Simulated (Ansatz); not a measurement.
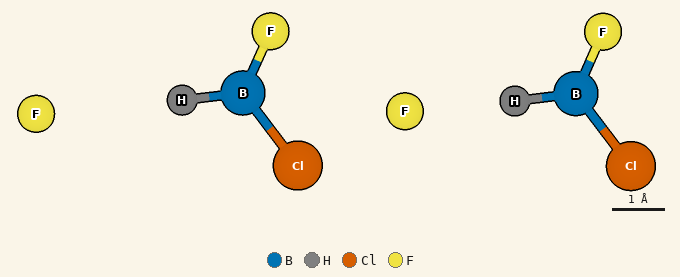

Two geometries of BHClF2 (multiplicity 2), drawn at one scale. One is the start of a relaxation, the other its converged end. A ball-and-stick model, seen face on.

All numbers below come from UHF/6-31G* (Ansatz 0.2.0). (collinear spin; force threshold 0.03 eV/Å; at most 50 steps)

Which one is relaxed?

Answer. The left one is the relaxed one. The run prepares an end point of a later path (reaction) calculation, from a guessed geometry. The atom that moves furthest after the best rigid fit is an F atom (0.56 Å). By element the largest moves are F 0.56 Å, H 0.14 Å, B 0.14 Å, Cl 0.13 Å. Among the contacts that change: B–H 1.184 → 1.178 Å. After 5 geometry steps the energy has fallen by 0.075 eV. The largest force component goes from 0.39 to 0.012 eV/Å.

Limits of the set-up: Hartree-Fock leaves out electron correlation.
